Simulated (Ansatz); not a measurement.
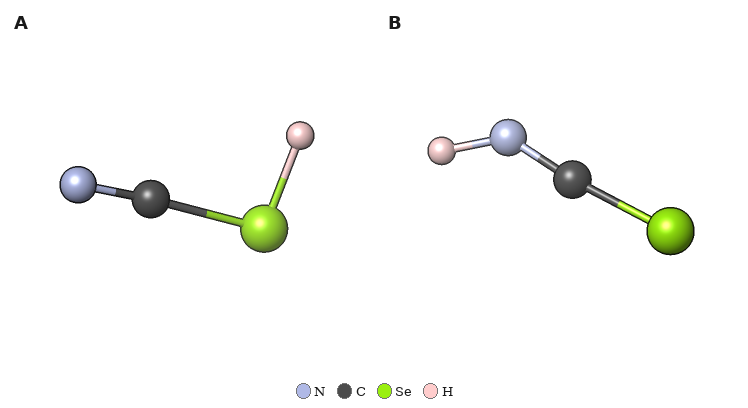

2 stationary structures of one formula. Geometries: PBE0-D4/def2-TZVP. Electronic energies: PBE0-D4/def2-TZVP (Ansatz 0.2.0), without zero-point energy. No frequency run is at hand to confirm each as a minimum.

Which is lowest in energy, and by how much?

Answer. B is lowest; A lies 0.463 eV above it.
